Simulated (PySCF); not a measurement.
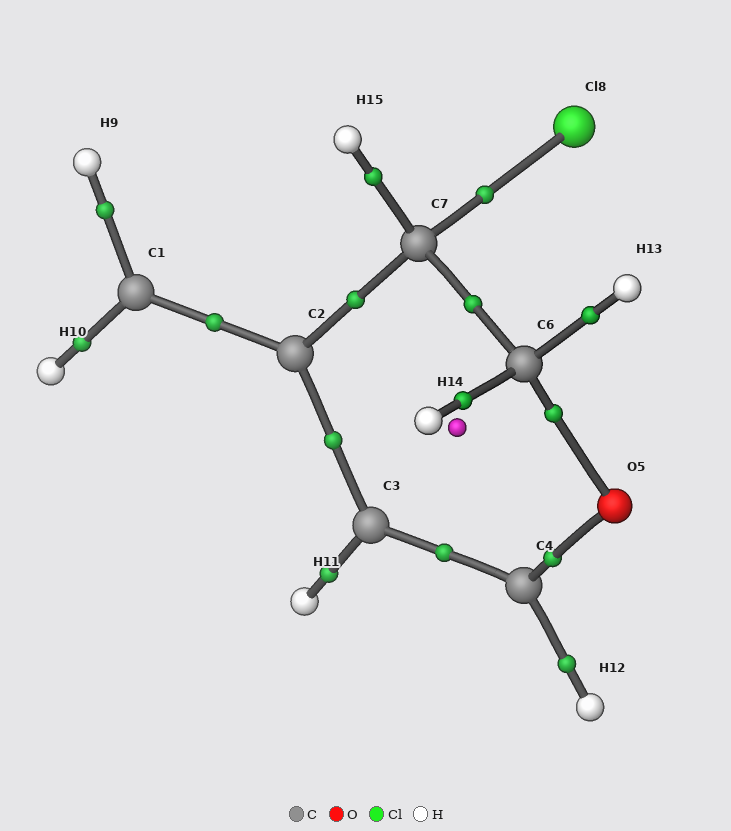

C6H7ClO, SMILES `C=C1C=COCC1Cl`. Molecular graph of the electron density (QTAIM): bond paths, bond critical points (green), ring points (magenta, if any); weak paths are dashed.

Level of theory: PBE/def2-SVP (PySCF), at a geometry from GFN2-xTB. No frequency check shows the geometry to be a minimum. GFN2-xTB bond lengths at metals and heavier atoms can be off by up to 0.1 Å and shapes distorted, which carries into these values.

Cartesian coordinates (Å):

```
C1      -1.6154   -1.8556    0.3331
C2      -0.5579   -1.0635    0.1618
C3       0.6206   -1.4242   -0.5991
C4       1.6960   -0.6299   -0.6252
O5       1.8599    0.4936    0.1038
C6       0.8975    0.7114    1.1119
C7      -0.5185    0.3400    0.6928
Cl8     -1.0567    1.4558   -0.6203
H9      -2.4816   -1.5321    0.8831
H10     -1.6417   -2.8475   -0.0823
H11      0.6006   -2.3283   -1.1830
H12      2.5612   -0.8235   -1.2423
H13      0.9687    1.7692    1.3748
H14      1.1567    0.1020    1.9923
H15     -1.2134    0.4921    1.5199
```

How many critical points of each kind are there, and does the count close?

15 nuclei, 15 bond, 1 ring and 0 cage critical points: 15 − 15 + 1 − 0 = 1, as the Poincaré–Hopf relation requires.

What does the calculation give at each kind of bond critical point?

```
  bond  length (Å)  ρ (a.u.)  ∇²ρ (a.u.)     ε  H (a.u.)
 C1–C2       1.332     0.336       −0.87  0.35    −0.352
 C3–C4       1.337     0.336       −0.87  0.40    −0.354
 C4–O5       1.349     0.290       −0.22  0.03    −0.452
C4–H12       1.080     0.287       −1.12  0.05    −0.316
C6–H13       1.092     0.282       −1.08  0.04    −0.306
C1–H10       1.076     0.281       −1.06  0.02    −0.307
C7–H15       1.091     0.280       −1.06  0.03    −0.303
 C1–H9       1.076     0.280       −1.05  0.03    −0.306
C3–H11       1.076     0.280       −1.04  0.03    −0.304
C6–H14       1.102     0.275       −1.01  0.04    −0.291
 C2–C3       1.448     0.275       −0.63  0.12    −0.235
 O5–C6       1.411     0.257       −0.43  0.04    −0.360
 C2–C7       1.501     0.256       −0.59  0.01    −0.209
 C6–C7       1.523     0.250       −0.57  0.03    −0.200
C7–Cl8       1.805     0.170       −0.15  0.00    −0.099
```

What kind of interaction is C1–C2?

Shared-shell (covalent): ρ = 0.336, ∇²ρ = −0.87, H = −0.352 a.u. Its ellipticity of 0.35 shows that the density isn't cylindrical about the bond.
